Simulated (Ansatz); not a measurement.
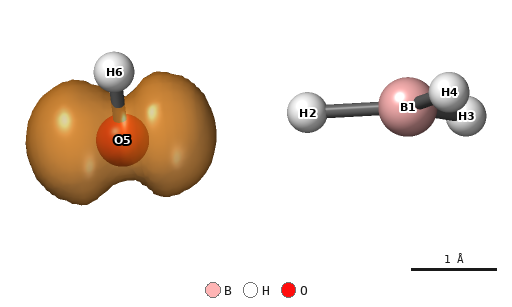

Figure. BH₃···OH (doublet). Isosurfaces of the spin density (α minus β) at +0.06 (orange) and −0.06 e/Å³ (purple), seen from one side.

Computed with UKS PBE0-D4/def2-mTZVP (Ansatz).

```json
{"atom": "B", "x (Å)": "0.0080", "y (Å)": "-0.0008", "z (Å)": "-0.1143"}
{"atom": "H", "x (Å)": "0.0252", "y (Å)": "-0.0825", "z (Å)": "1.0752"}
{"atom": "H", "x (Å)": "1.0362", "y (Å)": "0.0769", "z (Å)": "-0.7098"}
{"atom": "H", "x (Å)": "-1.0321", "y (Å)": "0.0020", "z (Å)": "-0.6952"}
{"atom": "O", "x (Å)": "0.0385", "y (Å)": "-0.0264", "z (Å)": "3.2840"}
{"atom": "H", "x (Å)": "-0.5902", "y (Å)": "-0.7704", "z (Å)": "3.2472"}
```

Which atoms carry the spin?

Answer. The unpaired spin (1 electron) lies mostly on O5 (about 0.9), in electrons by Hirshfeld's partition.
